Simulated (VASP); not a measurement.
Band structure of BaTe (rock salt). Calculation: TPSS meta-GGA, VASP's PBE PAW potentials (set 64) (plane waves; VASP).

Unless said otherwise, spin-orbit coupling is left out, though it shifts the bands of the heavy elements here.

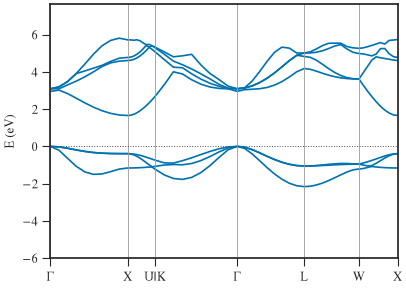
Fig. 1. Bands along high-symmetry lines, zero at the valence-band maximum or, without a gap, the Fermi level

Task: Read the plot: is there a gap, and where are the band edges?

Result: The gap is indirect, 1.66 eV, from the valence maximum at Γ to the conduction minimum at X.

The compound is BaTe in the rock salt structure. It was relaxed first.
